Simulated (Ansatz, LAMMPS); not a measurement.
# Glassy 65SiO2-8Al2O3-2FeO-14MgO-6CaO-2Na2O-2TiO2 (mol %) (144 atoms): geometry optimisation

Aim: bring glassy 65SiO2-8Al2O3-2FeO-14MgO-6CaO-2Na2O-2TiO2 (mol %) (144 atoms) to a nearby minimum of the energy and see what moves.

Method: Kohn-Sham DFT, revPBE, PAW (set soft_2), plane waves, in Ansatz 0.2.0.

## 1. Set-up

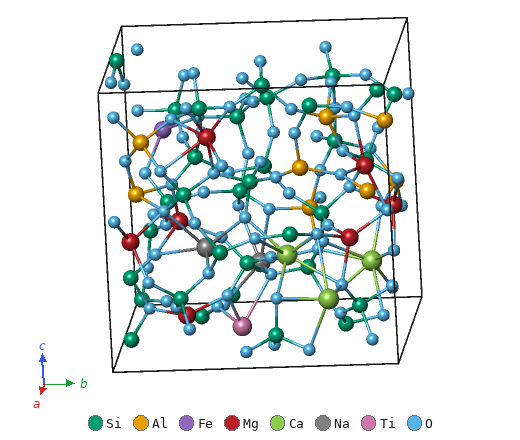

The starting structure, seen slightly off an axis (silicon teal, aluminium orange, iron purple, magnesium red, calcium green, sodium grey, titanium pink, oxygen blue). Bonds to atoms that aren't drawn are left out. Some periodic images of atoms are drawn too.

The cell holds 144 atoms: 32 Si, 8 Al, 1 Fe, 7 Mg, 3 Ca, 2 Na, 1 Ti and 90 O. Its edges and angles: a = 12.246 Å, b = 12.246 Å, c = 12.246 Å, α = 90.0°, β = 90.0°, γ = 90.0°. 144 atoms (32 Si, 8 Al, 1 Fe, 7 Mg, 3 Ca, 2 Na, 1 Ti, 90 O) placed at random at 2.49 g/cm³, melted at 3000 K for 20 ps at fixed volume with the Buckingham and Coulomb pair potential of Guillot and Sator (Geochim. Cosmochim. Acta 71, 1249 (2007)) with the boron terms of Wang et al. (J. Non-Cryst. Solids 498, 294 (2018)). Quenched from 3000 K to 300 K at 50 K/ps and fixed volume, held 10 ps at zero pressure, then minimised at fixed cell.

What the set-up can't give: The quench rate of 50 K/ps is many orders above laboratory rates, so the cell is likely richer in defects and strain than a real sample. The starting topology of bonds comes from the classical model. Without a Hubbard term or exact exchange, open shells on Fe are likely too delocalised. Only the Γ point is sampled, in a cell whose shortest periodic width is 12 Å.

## 2. How the cell was made

A classical potential supplies the starting structure, since it reaches far longer times than DFT.

This step: classical MD, Buckingham and Coulomb pair potential of Guillot and Sator (Geochim. Cosmochim. Acta 71, 1249 (2007)) with the boron terms of Wang et al. (J. Non-Cryst. Solids 498, 294 (2018)) (LAMMPS 22 Jul 2025 - Update 4).

Contents of in.lmp:

```
# melt-quench of Si32Al8Fe1Mg7Ca3Na2Ti1O90
units metal
atom_style charge
boundary p p p
region box block 0 12.5929 0 12.5929 0 12.5929
create_box 8 box
mass 1 28.0850   # Si
mass 2 26.9815   # Al
mass 3 55.8450   # Fe
mass 4 24.3050   # Mg
mass 5 40.0780   # Ca
mass 6 22.9898   # Na
mass 7 47.8670   # Ti
mass 8 15.9990   # O
create_atoms 1 random 32 711868 NULL overlap 1.5 maxtry 2000
create_atoms 2 random 8 711875 NULL overlap 1.5 maxtry 2000
create_atoms 3 random 1 711882 NULL overlap 1.5 maxtry 2000
create_atoms 4 random 7 711889 NULL overlap 1.5 maxtry 2000
create_atoms 5 random 3 711896 NULL overlap 1.5 maxtry 2000
create_atoms 6 random 2 711903 NULL overlap 1.5 maxtry 2000
create_atoms 7 random 1 711910 NULL overlap 1.5 maxtry 2000
create_atoms 8 random 90 711917 NULL overlap 1.5 maxtry 2000
pair_style buck/coul/long 9.0
pair_coeff * * 0.0 1.0 0.0
pair_coeff 1 8 50306.10 0.161 46.2978   # Si-O
pair_coeff 2 8 28538.42 0.172 34.5778   # Al-O
pair_coeff 3 8 13032.93 0.19 0   # Fe-O
pair_coeff 4 8 32652.64 0.178 27.281   # Mg-O
pair_coeff 5 8 155667.70 0.178 42.2597   # Ca-O
pair_coeff 6 8 120303.80 0.17 0   # Na-O
pair_coeff 7 8 50126.64 0.178 46.2978   # Ti-O
pair_coeff 8 8 9022.79 0.265 85.0921   # O-O
set type 1 charge 1.89
set type 2 charge 1.4175
# [... 30 lines left out ...]
thermo 3333
fix md all npt temp 300 300 0.1 iso 0 0 1
run 10000 post no
unfix md
thermo 100
min_style cg
minimize 0 1e-3 2000 20000
write_dump all custom glass.dump id type xs ys zs modify sort id
```

Started as:

```console
> lmp -in in.lmp -log none -nocite
```

Numbers of over 12 decimals in the logs are rounded to 6 here.

What it wrote:

```text
LAMMPS (22 Jul 2025 - Update 4)
Created orthogonal box = (0 0 0) to (12.5929 12.5929 12.5929)
Created 32 atoms
Created 8 atoms
Created 1 atoms
Created 7 atoms
Created 3 atoms
Created 2 atoms
Created 1 atoms
Created 90 atoms
PPPM initialization ...
  G vector (1/distance) = 0.32238083
  grid = 10 10 10
  estimated relative force accuracy = 8.7097955e-05
   Step          Time           Temp          PotEng         Press         Density
         0   0              0              0.12426163     1075714.9      2.4900169
       100   0.1            0             -10.133731     -22735.511      2.4900169
       104   0.104          0             -10.139093     -22026.432      2.4900169
Loop time of 0.127116 s on 1 MPI rank(s) for 104 steps with 144 atoms
Minimization stats:
  Stopping criterion = energy tolerance
  Energy initial, next-to-last, final =
     0.124261626236984  -10.1382003850941  -10.1390927943293
  Force two-norm initial, final = 470.21096 2.7818896
  Iterations, force evaluations = 104 147
   Step          Time           Temp          PotEng         Press         Density
         0   0              3000          -10.139093      7633.0642      2.4900169
       500   0.5            3252.4766     -9.7962031      2337.7183      2.4900169
      1000   1              2571.4757     -9.8192877     -1638.4983      2.4900169
[... 3 lines left out ...]
      3333   3.333          3576.6594     -9.8119778      7056.3774      2.4900169
      6666   6.666          2982.8315     -9.7583948      683.00498      2.4900169
      9999   9.999          2680.7769     -9.8634505     -10284.798      2.4900169
     13332   13.332         2931.1082     -9.8443318     -645.94244      2.4900169
     16665   16.665         3089.1089     -9.7709567     -29167.274      2.4900169
[... 2 lines left out ...]
Loop time of 12.6804 s on 1 MPI rank(s) for 20000 steps with 144 atoms
   Step          Time           Temp          PotEng         Press         Density
[... 12 lines left out ...]
Loop time of 33.4566 s on 1 MPI rank(s) for 54000 steps with 144 atoms
   Step          Time           Temp          PotEng         Press         Density
[... 3 lines left out ...]
     83325   83.325         349.71719     -10.304522     -2620.1952      2.7713648
     85000   85             268.65961     -10.304258      1902.177       2.7078822
Loop time of 7.60996 s on 1 MPI rank(s) for 10000 steps with 144 atoms
   Step          Time           Temp          PotEng         Press         Density
     85000   85             268.65961     -10.304256      1904.1599      2.7078822
     85072   85.072         268.65961     -10.342721     -6610.5809      2.7078822
Loop time of 0.144745 s on 1 MPI rank(s) for 72 steps with 144 atoms
Minimization stats:
  Stopping criterion = linesearch alpha is zero
  Energy initial, next-to-last, final =
     -10.3042561246457  -10.3427207454366  -10.3427207454366
  Force two-norm initial, final = 16.311032 0.051088441
  Iterations, force evaluations = 72 165
```

Elapsed: 55 s, on 1 thread of Arm Neoverse V1, shared host; peak memory 0.078 GiB.

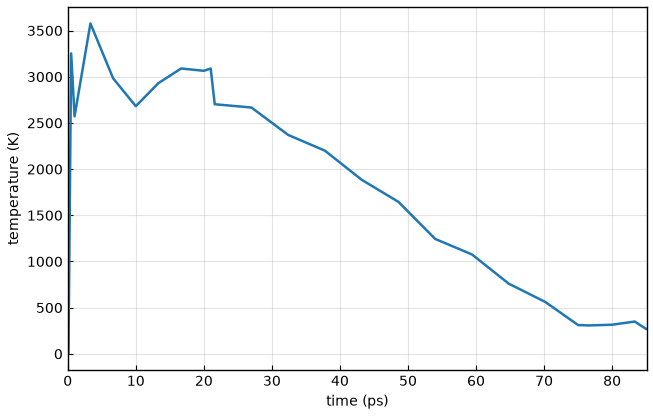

Temperature, plotted against time.

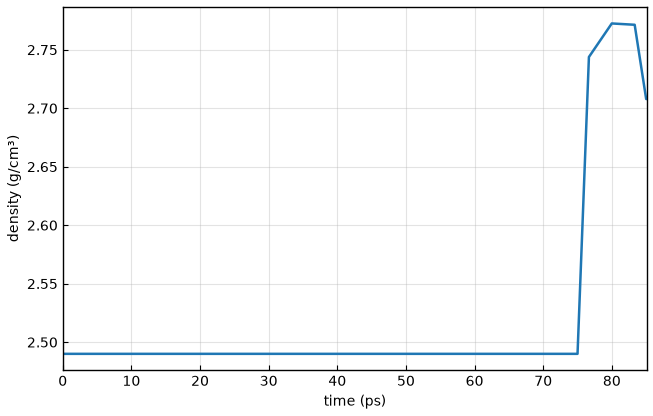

Density against time.

## 3. Single point at the start

A single point comes first, to see the forces before anything moves.

Contents of input.yaml:

```yaml
crystal:
  lattice:
    - [12.24569, 0.0, 0.0]
    - [0.0, 12.24569, 0.0]
    - [0.0, 0.0, 12.24569]
  atoms:
    - { symbol: Si, position: [0.49921, 0.44323, 0.2576] }
    - { symbol: Si, position: [0.56074, 0.03881, 0.23163] }
    - { symbol: Si, position: [0.90342, 0.56865, 0.09205] }
    - { symbol: Si, position: [0.01127, 0.33963, 0.03092] }
    - { symbol: Si, position: [0.94991, 0.39242, 0.40504] }
    - { symbol: Si, position: [0.49374, 0.87667, 0.61229] }
    - { symbol: Si, position: [0.14544, 0.0344, 0.05413] }
    - { symbol: Si, position: [0.03797, 0.06743, 0.27519] }
    - { symbol: Si, position: [0.12656, 0.39947, 0.69471] }
    - { symbol: Si, position: [0.50724, 0.02456, 0.99728] }
    - { symbol: Si, position: [0.26328, 0.19838, 0.75732] }
    - { symbol: Si, position: [0.99567, 0.73584, 0.93212] }
    - { symbol: Si, position: [0.63934, 0.31619, 0.84914] }
    - { symbol: Si, position: [0.48702, 0.5183, 0.60049] }
    - { symbol: Si, position: [0.87404, 0.23878, 0.22625] }
    - { symbol: Si, position: [0.25669, 0.25097, 0.01424] }
    - { symbol: Si, position: [0.49877, 0.71128, 0.42826] }
    - { symbol: Si, position: [0.69195, 0.54485, 0.93717] }
    - { symbol: Si, position: [0.22851, 0.75046, 0.85357] }
    - { symbol: Si, position: [0.71854, 0.84968, 0.14678] }
    - { symbol: Si, position: [0.75128, 0.95235, 0.92331] }
    - { symbol: Si, position: [0.1418, 0.73742, 0.60137] }
    - { symbol: Si, position: [0.18766, 0.40194, 0.4428] }
    - { symbol: Si, position: [0.34215, 0.97323, 0.80774] }
    - { symbol: Si, position: [0.23259, 0.15105, 0.42184] }
    - { symbol: Si, position: [0.73681, 0.48983, 0.60463] }
    - { symbol: Si, position: [0.48453, 0.27822, 0.63935] }
    - { symbol: Si, position: [0.97382, 0.64228, 0.46787] }
    - { symbol: Si, position: [0.37512, 0.64387, 0.20764] }
    - { symbol: Si, position: [0.50427, 0.77742, 0.03091] }
    - { symbol: Si, position: [0.33064, 0.52736, 0.80786] }
    - { symbol: Si, position: [0.84108, 0.26525, 0.58896] }
    [... 106 atom lines left out ...]
    - { symbol: O, position: [0.79453, 0.79704, 0.23963] }
    - { symbol: O, position: [0.25227, 0.89968, 0.38869] }
    - { symbol: O, position: [0.27771, 0.23617, 0.88356] }
    - { symbol: O, position: [0.93809, 0.30852, 0.50946] }
    - { symbol: O, position: [0.94805, 0.67469, 0.82404] }
    - { symbol: O, position: [0.78062, 0.36888, 0.64949] }
magnetization:
  spin_polarized: true
kpoints:
  mp_grid: { grid: [1, 1, 1] }
hamiltonian:
  xc: revpbe
scf:
  occupations: { method: fermi_dirac, width: 0.025 }
  lower_state_search: "off"
output:
  forces: true
```

Started as:

```console
> ansatz run input.yaml --threads 4 --pin off --max-ram 8192MiB --backend cpu --events-out ev --progress --plain --runs-dir out
```

What it wrote:

```text
Engine: ansatz 0.2.0, aarch64-unknown-linux-gnu
Pseudopotentials: kind: paw
Pseudopotential: Si, paw, valence charge 4, recommended cutoff 420 eV (normal), Si.paw.azcp
Pseudopotential: Al, paw, valence charge 3, recommended cutoff 420 eV (normal), Al.paw.azcp
Pseudopotential: Fe, paw, valence charge 16, recommended cutoff 420 eV (normal), Fe.paw.azcp
Pseudopotential: Mg, paw, valence charge 10, recommended cutoff 420 eV (normal), Mg.paw.azcp
Pseudopotential: Ca, paw, valence charge 10, recommended cutoff 420 eV (normal), Ca.paw.azcp
Pseudopotential: Na, paw, valence charge 9, recommended cutoff 420 eV (normal), Na.paw.azcp
Pseudopotential: Ti, paw, valence charge 12, recommended cutoff 420 eV (normal), Ti.paw.azcp
Pseudopotential: O, paw, valence charge 6, recommended cutoff 420 eV (normal), O.paw.azcp
[... 5 lines on functional and potentials left out ...]
Crystal: 144 atoms, lattice volume = 1836.326 Å³
Basis set: ecut = 420 eV, 35825 PW (Γ), exchange–correlation on 180×180×180 points (8 copies of the dense FFT grid, shifted against one another)
Bands: 565, of which v1, the nominal top of the filled ones, is band 419 counted from 1 (418 counted from 0)
Symmetry: 1 space group operations
Space group: P1 (ITA 1), of the structure as read, at distance tolerance 1.2e-4 Å
Magnetic group: BNS 1.1 (UNI 1), of the structure as read, at distance tolerance 1.2e-4 Å
k-points: 1
[... 25 lines on functional and potentials left out ...]
Initial density: superposition of atomic densities (chi_scale 0.1, normalization cell, long waves 61 % of neutral atoms (reshape's long-wave potential 1.61 eV rms, cloud 2.42 Å wide))
Starting moments: Σ|m| = 4 μB on 1 of 144 sites
Initial wavefunctions: pseudopotential atomic-orbital guess
Functional: x = revpbe(κ = 1.245, μ = 0.219515), c = pbe(β = 0.066725)
SCF iter   1: F=—  HF=-105071.886697 eV  |F-HF|=—  |Δ(HF+E_count)|=         —  Δρ=9.91e-2 (↑9.91e-2 ↓5.57e-2)  dr2=4.98e2  dr2_m=1.94e1  M=-0.014 μB ∫|m|=0.252 μB  β_m=0.30  ethr=3.10e-3  ⟨swp⟩=7.0  Hψ=5172  notcnv=0  defer=242
preconditioner: auto → Resta (q_TF=auto, 2.394 Å⁻¹)  ε∞=3.3  [insulator: Δε(μ)=0.093 eV  Ē_g=15.514 eV  σ=0.025 eV  W_gap=0.73  n_scr=436 (ndim 8)  ℏωp=23.3 eV  f_vac=0.037  D(μ)=21.20/eV (n_scr^D=80)  ε∞_Penn≈3.3]
spin=Collinear: Resta preconditioning applied to the charge; magnetization (m = ρ↑ − ρ↓) channel mixes plain (no charge-response kernel on spin).
SCF iter   2: F=—  HF=-105038.949973 eV  |F-HF|=—  |Δ(HF+E_count)|=    3.29e1  Δρ=1.08e-1 (↑5.44e-2 ↓1.08e-1)  dr2=7.84e2  dr2_m=1.98e1  M=-0.000 μB ∫|m|=0.209 μB  β_m=0.30  ethr=3.10e-3  ⟨swp⟩=3.0  Hψ=2922  notcnv=0  defer=280
SCF iter   3: F=—  HF=-105005.096796 eV  |F-HF|=—  |Δ(HF+E_count)|=    3.39e1  Δρ=8.01e-2 (↑8.01e-2 ↓3.15e-2)  dr2=3.21e2  dr2_m=1.80e1  M=-0.001 μB ∫|m|=0.318 μB  β_m=0.30  ethr=3.10e-3  ⟨swp⟩=3.0  Hψ=3006  notcnv=0  defer=269
Mixer restart at iter 3: flushing history
spin-set hold released at iteration 3 (the charge has settled, or the pull on large starting moments outlasts its swing): the magnetisation degrees of freedom join the quasi-Newton model from the next iteration; the mixer history was flushed
SCF iter   4: F=—  HF=-105024.063664 eV  |F-HF|=—  |Δ(HF+E_count)|=    1.90e1  Δρ=9.38e-2 (↑4.87e-2 ↓9.38e-2)  dr2=5.90e2  dr2_m=1.03e1  M=-0.001 μB ∫|m|=0.154 μB  β_m=0.22  ethr=3.10e-3  ⟨swp⟩=3.0  Hψ=2918  notcnv=0  defer=280
SCF iter   5: F=—  HF=-104985.759107 eV  |F-HF|=—  |Δ(HF+E_count)|=    3.83e1  Δρ=2.50e-2 (↑2.50e-2 ↓2.23e-2)  dr2=3.71e1  dr2_m=2.24e0  M=-4.000 μB ∫|m|=4.043 μB  β_m=0.24  ethr=3.10e-3  ⟨swp⟩=3.5  Hψ=2167  notcnv=0  defer=270
SCF iter   6: F=—  HF=-104980.609527 eV  |F-HF|=—  |Δ(HF+E_count)|=    5.15e0  Δρ=1.76e-2 (↑1.76e-2 ↓1.64e-2)  dr2=1.71e1  dr2_m=1.37e0  M=-4.000 μB ∫|m|=4.033 μB  β_m=0.34  ethr=3.10e-3  ⟨swp⟩=2.0  Hψ=2143  notcnv=0  defer=271
SCF iter   7: F=—  HF=-104978.505130 eV  |F-HF|=—  |Δ(HF+E_count)|=    2.10e0  Δρ=8.23e-3 (↑8.23e-3 ↓7.70e-3)  dr2=3.58e0  dr2_m=3.05e-1  M=-4.000 μB ∫|m|=4.050 μB  β_m=0.57  ethr=2.04e-3  ⟨swp⟩=3.0  Hψ=2142  notcnv=0  defer=278
SCF iter   8: F=—  HF=-104978.700208 eV  |F-HF|=—  |Δ(HF+E_count)|=   1.95e-1  Δρ=3.59e-3 (↑3.17e-3 ↓3.59e-3)  dr2=7.03e-1  dr2_m=5.03e-2  M=-4.000 μB ∫|m|=4.074 μB  β_m=0.52  ethr=4.28e-4  ⟨swp⟩=3.5  Hψ=1710  notcnv=0  defer=278
SCF iter   9: F=—  HF=-104978.666812 eV  |F-HF|=—  |Δ(HF+E_count)|=   3.34e-2  Δρ=2.09e-3 (↑2.09e-3 ↓2.01e-3)  dr2=2.69e-1  dr2_m=2.87e-2  M=-4.000 μB ∫|m|=4.073 μB  β_m=0.65  ethr=8.39e-5  ⟨swp⟩=5.0  Hψ=2157  notcnv=0  defer=278
[...]
SCF iter  15: F=—  HF=-104978.714609 eV  |F-HF|=—  |Δ(HF+E_count)|=   7.42e-5  Δρ=7.99e-5 (↑7.99e-5 ↓3.92e-5)  dr2=1.06e-4  dr2_m=2.09e-5  M=-4.000 μB ∫|m|=4.068 μB  β_m=0.88  ethr=1.39e-8  ⟨swp⟩=2.5  Hψ=1698  notcnv=0  defer=278
SCF iter  16: F=—  HF=-104978.714659 eV  |F-HF|=—  |Δ(HF+E_count)|=   4.99e-5  Δρ=6.84e-5 (↑6.84e-5 ↓3.51e-5)  dr2=8.34e-5  dr2_m=1.46e-5  M=-4.000 μB ∫|m|=4.068 μB  β_m=0.93  ethr=1.27e-8  ⟨swp⟩=2.5  Hψ=1696  notcnv=0  defer=278
SCF iter  17: F=—  HF=-104978.720620 eV  |F-HF|=—  |Δ(HF+E_count)|=   5.96e-3  Δρ=6.19e-5 (↑6.19e-5 ↓4.17e-5)  dr2=1.12e-4  dr2_m=9.09e-6  M=-4.000 μB ∫|m|=4.068 μB  β_m=0.93  ethr=9.95e-9  ⟨swp⟩=3.0  Hψ=2234  notcnv=0  defer=278
SCF iter  18: F=—  HF=-104978.720685 eV  |F-HF|=—  |Δ(HF+E_count)|=   6.55e-5  Δρ=5.12e-5 (↑5.12e-5 ↓3.70e-5)  dr2=1.22e-4  dr2_m=4.24e-6  M=-4.000 μB ∫|m|=4.068 μB  β_m=0.77  ethr=9.95e-9  ⟨swp⟩=3.0  Hψ=2088  notcnv=0  defer=278
SCF iter  19: F=—  HF=-104978.720700 eV  |F-HF|=—  |Δ(HF+E_count)|=   1.45e-5  Δρ=2.33e-5 (↑2.33e-5 ↓1.40e-5)  dr2=1.44e-5  dr2_m=1.67e-6  M=-4.000 μB ∫|m|=4.068 μB  β_m=0.79  ethr=9.95e-9  ⟨swp⟩=3.0  Hψ=2088  notcnv=0  defer=278
SCF iter  20: F=—  HF=-104978.720706 eV  |F-HF|=—  |Δ(HF+E_count)|=   6.69e-6  Δρ=1.31e-5 (↑1.31e-5 ↓5.54e-6)  dr2=3.00e-6  dr2_m=6.21e-7  M=-4.000 μB ∫|m|=4.068 μB  β_m=0.89  ethr=1.72e-9  ⟨swp⟩=3.0  Hψ=2491  notcnv=0  defer=278
SCF iter  21: F=—  HF=-104978.720709 eV  |F-HF|=—  |Δ(HF+E_count)|=   2.49e-6  Δρ=1.15e-5 (↑1.15e-5 ↓9.04e-6)  dr2=5.75e-6  dr2_m=2.09e-7  M=-4.000 μB ∫|m|=4.068 μB  β_m=0.89  ethr=3.58e-10  ⟨swp⟩=3.0  Hψ=2282  notcnv=0  defer=278
SCF iter  22: F=—  HF=-104978.720708 eV  |F-HF|=—  |Δ(HF+E_count)|=   7.79e-7  Δρ=4.40e-6 (↑4.40e-6 ↓2.08e-6)  dr2=2.73e-7  dr2_m=7.27e-8  M=-4.000 μB ∫|m|=4.068 μB  β_m=0.95  ethr=3.58e-10  ⟨swp⟩=2.0  Hψ=1690  notcnv=0  defer=278
SCF iter  23: F=—  HF=-104978.720708 eV  |F-HF|=—  |Δ(HF+E_count)|=   8.63e-8  Δρ=2.63e-6 (↑2.63e-6 ↓2.08e-6)  dr2=2.68e-7  dr2_m=1.29e-8  M=-4.000 μB ∫|m|=4.068 μB  β_m=0.88  ethr=1.19e-11  ⟨swp⟩=4.0  Hψ=3651  notcnv=0
SCF iter  24: F=-104978.720708 eV  HF=-104978.720708 eV  |F-HF|=6.77e-8  |Δ(HF+E_count)|=   3.54e-8  Δρ=1.50e-6 (↑1.50e-6 ↓1.07e-6)  dr2=8.54e-8  dr2_m=4.94e-9  M=-4.000 μB ∫|m|=4.068 μB  ethr=1.19e-11  ⟨swp⟩=2.0  Hψ=3409  notcnv=0
SCF 1 converged in 24 iterations: F = -104978.720708 eV  dr2 = 8.54e-8
  greatest PAW one-centre occupation: 1.005 electrons in one spin orbital (limit 2), on the Fe atom at site 40 (counted from 0), in its partial waves of l = 1
SCF converged after 24 iterations
Magnetization: -4.0000 μB (417.0000 up, 421.0000 down)
Absolute magnetization: 4.0685 μB (∫|ρ↑−ρ↓|, with the PAW one-centre terms)
Spin contamination: 0.0075 ħ² per cell (⟨S²⟩ above its minimum at these occupations)
Per-site moments (μB) at R_I (Å): [(-3.3612285576172323e-7, 0.658966), (5.982633524446562e-7, 0.664965), (-3.957383741616626e-6, 0.663820), (-3.4474181440613516e-7, 0.660697), (-0.000110744, 0.666844), [...]
Free energy (F): -104978.720708 eV
Harris-Foulkes:  -104978.720708 eV  (|F-HF|=6.77e-8)
Internal energy: -104978.720687 eV  (E = F + TS)
E sigma→0 (E₀):  -104978.720697 eV
Entropy (-TS):   -0.000021 eV (-0.000 meV/atom)
Fermi energy:    5.987565 eV
--- Per-component energies (eV) ---
  E_band       = -6271.556407
  E_kinetic    = 19936.139032
  E_local      = -67550.133362  (includes V_loc(G=0)·N_el)
  E_nonlocal   = 6409.219824
  E_hartree    = 25349.647459
  E_xc         = -9748.286096
  E_vxc        = -11471.034635  (∫ρ·V_xc dr)
  E_paw        = -42215.571469  (= ΣΔE_a)
  E_vpaw       = -4295.267994  (= ΣTr[D̂ρ^β])
  E_aug_tail   = 0.228837  (compensation charges beyond the density's cutoff)
  E_ewald      = -37157.501559
  E_core_change = -2.463353  (= ΣΔE_core)
  E_smearing   = -0.000021  (= −TS)
  E_closure    = -0.000000  (closes the sum)
  Σ components = -104978.720708   (vs F -104978.720708, Δ=0.00e0)
--- Forces (eV/Å), atoms counted from 1 ---
  atom   1  Si     1.81037464     0.25483438     2.32900517
  atom   2  Si    -0.21942261    -2.08086302     1.87598996
  atom   3  Si    -0.48877902    -1.45310466     0.36894736
  atom   4  Si    -1.92844722    -0.93583181    -1.67646379
  atom   5  Si     0.79625726    -0.28313495     0.66968226
  atom   6  Si     0.64628702     0.83626670     0.92931862
  atom   7  Si     0.37739248    -1.08941436    -0.11578875
  atom   8  Si     2.43882461    -0.41787461    -0.97683956
  atom   9  Si    -1.54009744     1.48812124     0.37767964
  atom  10  Si     0.76996350    -2.79997097    -0.87944028
  atom  11  Si     1.35750894     0.74407327     1.40818159
  atom  12  Si    -0.15200568     1.15327161    -2.55222575
  atom  13  Si    -0.62255031    -0.53445140    -0.64754108
  atom  14  Si     0.67569172    -0.26192337     0.72312060
[...]
atom 143  O      0.00134282    -0.44591974     0.38134419
  atom 144  O      0.23015870    -0.64736743     1.58387913
  max |Σ_I F_I| component: 1.00e-4 eV/Å
```

Run time: 2.6 min. Hardware: 4 threads of Arm Neoverse V1, shared host; peak memory 5.1 GiB; 10 min of CPU time.

The column dr2 measures how far the density is from self-consistency, as an energy; F and HF (Harris–Foulkes) agree once it is small.

Numbers from this run:

```yaml
free_energy: -104978.7207 eV
free_energy_per_atom: -729.0189 eV/atom
scf_cycles: 24
r_m_s_force_component: 0.8141 eV/Å
longest_force: 3.256 eV/Å
fermi_energy: 5.988 eV
total_moment: -4 μB
absolute_moment: 4.068 μB
```

The r.m.s. force component of 0.81 eV/Å sets the starting point.

Neighbours are counted within 2.08 Å (O-Si), 2.27 Å (O-Al), 2.73 Å (O-Mg), 3.18 Å (O-Ca), 3.09 Å (O-Na), 2.62 Å (O-Fe), 2.64 Å (O-Ti).

Length of the force by element and coordination:

| element | coordination | atoms | mean length of the force (eV/Å) | spread | least | most |
| --- | --- | --- | --- | --- | --- | --- |
| Al | all | 8 | 1.69 | 0.543 | 0.860 | 2.46 |
| Al | 4 | 7 | 1.75 | 0.549 | 0.860 | 2.46 |
| Al | 5 | 1 | 1.22 | 0 | 1.22 | 1.22 |
| Ca | all | 3 | 1.66 | 0.858 | 0.444 | 2.27 |
| Ca | 6 | 1 | 0.444 | 0 | 0.444 | 0.444 |
| Ca | 7 | 2 | 2.26 | 0.0054 | 2.26 | 2.27 |
| Fe | all | 1 | 0.953 | 0 | 0.953 | 0.953 |
| Mg | all | 7 | 1.15 | 0.292 | 0.780 | 1.69 |
| Mg | 4 | 4 | 1.15 | 0.195 | 0.982 | 1.48 |
| Mg | 5 | 2 | 0.901 | 0.122 | 0.780 | 1.02 |
| Mg | 6 | 1 | 1.69 | 0 | 1.69 | 1.69 |
| Na | all | 2 | 0.562 | 0.283 | 0.278 | 0.845 |
| Na | 7 | 1 | 0.278 | 0 | 0.278 | 0.278 |
| Na | 8 | 1 | 0.845 | 0 | 0.845 | 0.845 |
| O | all | 90 | 0.915 | 0.416 | 0.189 | 2.15 |
| O | 2 | 39 | 0.775 | 0.346 | 0.189 | 1.69 |
| O | 3 | 43 | 0.999 | 0.412 | 0.295 | 2.02 |
| O | 4 | 8 | 1.15 | 0.510 | 0.571 | 2.15 |
| Si | all | 32 | 1.95 | 0.835 | 0.453 | 3.26 |
| Ti | all | 1 | 1.91 | 0 | 1.91 | 1.91 |

(Part 1 of 3 ends here.)

[Logs are printed without paths, hosts, clocks, repeated set-up lines and the standing remarks that a program may print on its own settings, such as how far it seeks lower states.]

[Hosts, paths, dates, database ids (printed as entryN), source tags and the programs' standing remarks are cut or masked in the printed files.]
